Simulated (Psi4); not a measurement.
**NSF3 (thiazyl trifluoride) at r2SCAN/def2-TZVPP (density fitting, sweep point 4)**

What is the vertical electron affinity of NSF3 (thiazyl trifluoride) at r2SCAN/def2-TZVPP (density fitting, sweep point 4)? 

Program for the calculation: Psi4 1.11.

### Step 1. Starting point

The species is NSF3 (5 atoms), meant as a singlet with charge 0. SMILES: `N#S(F)(F)F`. The coordinates come from a PBE0-D4/def2-TZVP relaxation.

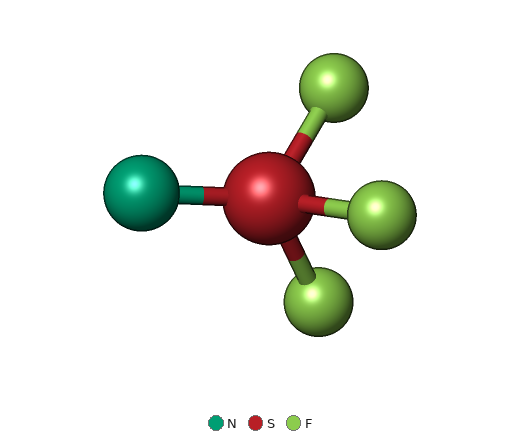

Viewed from a chosen angle; nitrogen teal, sulfur red, fluorine green.

### Step 2. The energy at r2SCAN/def2-TZVPP (density fitting, sweep point 4)

Input file f3ns.dat:

```
memory 1600 MB

molecule molecule1 {
  0 1
  N     -0.349630    -0.004150     1.591380
  S     -0.047340    -0.000560     0.215490
  F      1.023370    -0.939300    -0.408980
  F     -1.108620    -0.317610    -0.875740
  F      0.482210     1.261610    -0.522150
  symmetry c1
}

set {
  basis                def2-TZVPP
  puream               true
  scf_type             df
  dft_radial_points    99
  dft_spherical_points 590
}

energy("r2scan")
```

Run with:

```console
$ psi4 -n 1 f3ns.dat f3ns.out
```

f3ns.out:

```text
[...]
  Running in c1 symmetry.
[...]
  Nuclear repulsion =  284.226728899419811
[...]
  Multiplicity = 1
[...]
  Nalpha       = 25
  Nbeta        = 25
[...]
    Number of basis functions: 166
[...]
   @DF-RKS iter   1:  -751.98406820347543    6.83276e-01   6.08924e-03 DIIS/ADIIS
[...]
   @DF-RKS iter   9:  -752.37875901517930   -3.45816e-08   3.50898e-07 DIIS
[...]
    Orbital Energies [Eh]
    ---------------------
    Doubly Occupied:
       1A    -88.813309     2A    -24.581618     3A    -24.581608
       4A    -24.581605     5A    -14.187552     6A     -8.095651
       7A     -6.039980     8A     -6.039980     9A     -6.036970
      10A     -1.329135    11A     -1.247255    12A     -1.247251
      13A     -0.935771    14A     -0.707159    15A     -0.608076
      16A     -0.608074    17A     -0.521678    18A     -0.501879
      19A     -0.501877    20A     -0.456024    21A     -0.456022
      22A     -0.439333    23A     -0.372992    24A     -0.313485
      25A     -0.313483
[...]
  @DF-RKS Final Energy:  -752.37875901517930
   => Energetics <=
    Nuclear Repulsion Energy =            284.2267288994198111
    One-Electron Energy =               -1605.2014459431406976
    Two-Electron Energy =                 632.5468213129365722
    DFT Exchange-Correlation Energy =     -63.9508632843950409
    Empirical Dispersion Energy =           0.0000000000000000
    VV10 Nonlocal Energy =                  0.0000000000000000
    Total Energy =                       -752.3787590151792983
[...]
 Multipole Moments:
 ------------------------------------------------------------------------------------
     Multipole            Electronic (a.u.)      Nuclear  (a.u.)        Total (a.u.)
 ------------------------------------------------------------------------------------
 L = 1.  Multiply by 2.5417464519 to convert [e a0] to [Debye]
 Dipole X            :          0.5205323           -0.3438495            0.1766829
 Dipole Y            :          0.0061850           -0.0040747            0.0021103
 Dipole Z            :         -2.3692750            1.5651108           -0.8041642
 Magnitude           :                                                    0.8233477
[...]
```

Wall time 45 s (1 thread of Intel Xeon at 2.70GHz, shared host); peak memory 1.1 GiB.

### Step 3. The doublet anion

Input file job.dat:

```
memory 1600 mb

molecule geom {
  -1 2
  N     -0.349630    -0.004150     1.591380
  S     -0.047340    -0.000560     0.215490
  F      1.023370    -0.939300    -0.408980
  F     -1.108620    -0.317610    -0.875740
  F      0.482210     1.261610    -0.522150
  symmetry c1
}

set basis def2-TZVPP
set reference uks
set puream true
set scf_type df
set dft_radial_points 99
set dft_spherical_points 590
set maxiter 100

energy('r2scan')
```

Run with:

```console
$ psi4 -n 1 job.dat job.out
```

job.out:

```text
[...]
  Running in c1 symmetry.
[...]
  Nuclear repulsion =  284.226728899419811
[...]
  Multiplicity = 2
[...]
  Nalpha       = 26
  Nbeta        = 25
[...]
    Number of basis functions: 166
[...]
   @DF-UKS iter   1:  -751.85219030116821    8.15154e-01   6.67639e-03 DIIS/ADIIS
[...]
   @DF-UKS iter  10:  -752.32273125649249   -3.46546e-08   6.07705e-07 DIIS
[...]
   @S^2 Observed:                7.578675844E-01
[...]
    Orbital Energies [Eh]
    ---------------------
    Alpha Occupied:
       1A    -88.466870     2A    -24.286308     3A    -24.286266
       4A    -24.286242     5A    -13.884098     6A     -7.758120
       7A     -5.702460     8A     -5.702459     9A     -5.700781
      10A     -1.047578    11A     -0.969778    12A     -0.969757
      13A     -0.652743    14A     -0.436994    15A     -0.338978
      16A     -0.338966    17A     -0.252172    18A     -0.232225
      19A     -0.232219    20A     -0.186933    21A     -0.186918
      22A     -0.168907    23A     -0.113007    24A     -0.042759
      25A     -0.042756    26A      0.181827
    Alpha Virtual:
[...]
  @DF-UKS Final Energy:  -752.32273125649249
   => Energetics <=
    Nuclear Repulsion Energy =            284.2267288994198111
    One-Electron Energy =               -1619.7132985010209723
    Two-Electron Energy =                 647.5421453179711762
    DFT Exchange-Correlation Energy =     -64.3783069728625605
    Empirical Dispersion Energy =           0.0000000000000000
    VV10 Nonlocal Energy =                  0.0000000000000000
    Total Energy =                       -752.3227312564924887
[...]
 Multipole Moments:
 ------------------------------------------------------------------------------------
     Multipole            Electronic (a.u.)      Nuclear  (a.u.)        Total (a.u.)
 ------------------------------------------------------------------------------------
 L = 1.  Multiply by 2.5417464519 to convert [e a0] to [Debye]
 Dipole X            :          0.6267061           -0.3438495            0.2828567
 Dipole Y            :          0.0072364           -0.0040747            0.0031618
 Dipole Z            :         -2.8530254            1.5651108           -1.2879146
 Magnitude           :                                                    1.3186136
[...]
```

Wall time 74 s (1 thread of Intel Xeon at 2.70GHz, shared host); peak memory 1.1 GiB.

### Step 4. Outcome

At r2SCAN/def2-TZVPP (density fitting, sweep point 4):

| quantity | value |
| --- | --- |
| singlet NSF3: total energy | -752.37876 Eh |
| singlet NSF3: dipole moment | 2.09 D |
| singlet NSF3: HOMO energy | -8.53 eV |
| singlet NSF3: LUMO energy | -1.94 eV |
| singlet NSF3: HOMO–LUMO gap | 6.59 eV |
| doublet anion: total energy | -752.32273 Eh |
| doublet anion: HOMO energy (highest over α and β) | 4.95 eV |
| doublet anion: LUMO energy (lowest over α and β) | 6.47 eV |
| doublet anion: ⟨S²⟩ | 0.758 |
| vertical electron affinity (to the doublet anion) | -1.525 eV |

The anion lies 1.52 eV (35 kcal/mol) above the neutral: the electron isn't bound at this level, and such a value depends on the basis. Without diffuse functions anions come out too high. The HOMO (doublet anion) lies at positive energy, 4.95 eV, as semi-local functionals often give for anions; only total energies tell whether the electron is bound.
